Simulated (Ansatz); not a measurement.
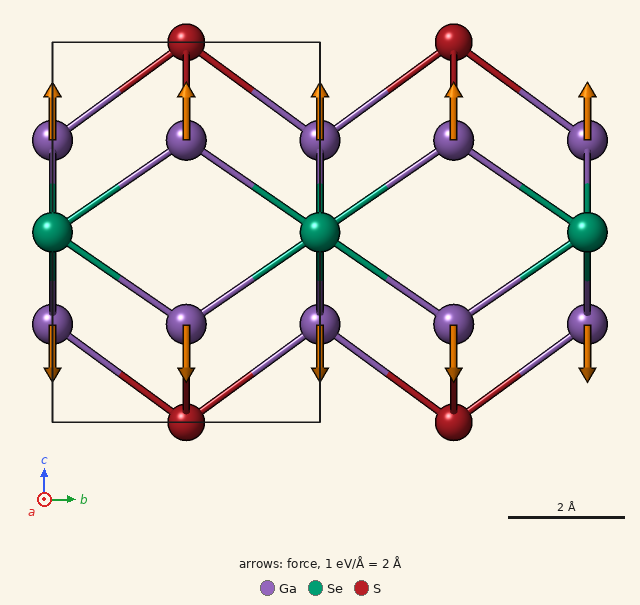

Starting geometry of crystalline Ga$_{4}$SeS (a generated structure, set up in P4/mmm) (coarse preliminary run) with the computed forces as orange arrows. Style: ball-and-stick. Shown: the cell of the calculation, repeated 1 × 2 × 1 with one cell outlined, along the a axis.

Computed with Ansatz, DFT PBE, scalar-relativistic, plane waves, PAW. Settings: plane-wave cutoff 420 eV; k-point mesh 4 × 4 × 4; occupations gaussian; smearing width 0.1 eV; no spin polarisation; cell and atoms relaxed; force threshold 0.04 eV/Å; at most 70 steps.

Is this structure relaxed? If not, where do the atoms go?

Answer. It isn't relaxed: the largest force vector, on Ga atoms, is 0.51 eV/Å. The atoms end up moving mostly along the starting forces (cosine between the two patterns 1.00). The largest moves relative to the cell, 0.15 Å, are those of Ga atoms. Se and S stay in place. Cell: a = b 4.626 → 4.847 Å (+4.8 %), c 6.573 → 6.708 Å (+2.0 %). Volume +12.0 %. Some distances before and after: Ga–Se 2.808 → 3.006 Å, Ga–S 2.868 → 2.891 Å. Among the angles between lasting bonds that change: Se–Ga–Se 111.0° → 107.5°. The space group stays P4/mmm (No. 123). After 2 accepted moves (3 points after the start) the energy has fallen by 0.361 eV per cell of the calculation. The largest force component goes from 0.51 to 0.0049 eV/Å. The pressure goes from 4.02 to 0.06 GPa. At 1 point the geometry stayed and the basis and grid were re-selected for the new cell (energy shift of 1.9 meV per cell of the calculation at most each time). The run took 9.7 s on 1 thread of AMD EPYC 9R45 96-Core Processor (Zen 5), on a shared host, peak memory 0.54 GiB.
